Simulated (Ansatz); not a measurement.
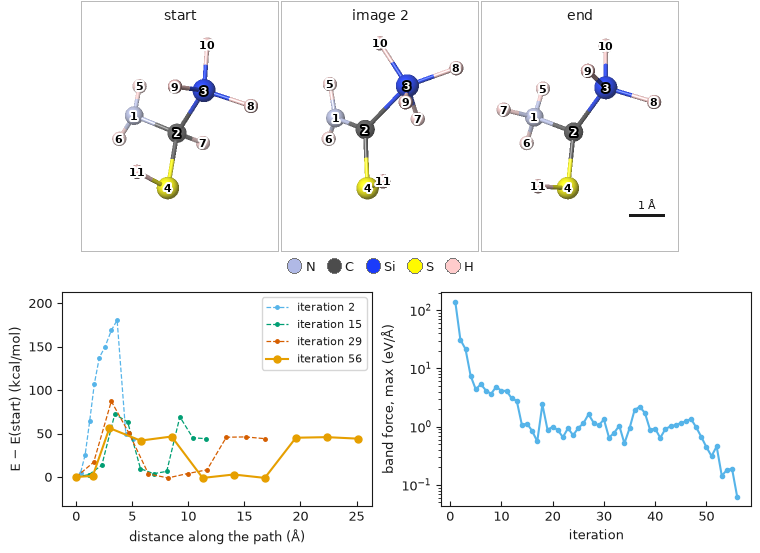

A search for the minimum-energy path of CH₇NSSi by the nudged elastic band. Images are numbered from 0 (start) to 10 (end). The plot follows the band through its iterations. The picture is a ball-and-stick view, seen from a free direction.

Computed with RKS B3LYP-D4/def2-SVP in Ansatz. Settings: 9 movable images; climbing image; force threshold 0.03 eV/Å; iteration limit 56; starting path through a guess of the saddle point.

### How did the profile develop, and is the result final?

The result isn't final. The band hadn't converged when the run stopped after 56 iterations. The largest component of the band force went from 140 to 0.063 eV/Å. The barrier read from it is provisional, though the highest image hardly moved in the last two iterations. The first iteration put the highest image at 602.5 kcal/mol. Relative to the start the highest point is image 2 at +56.3 kcal/mol and the end lies at +44.1 kcal/mol, but the profile dips to −1.1 kcal/mol at image 5 on the way, so there may be more than one step; on an unconverged band the side maxima are provisional.
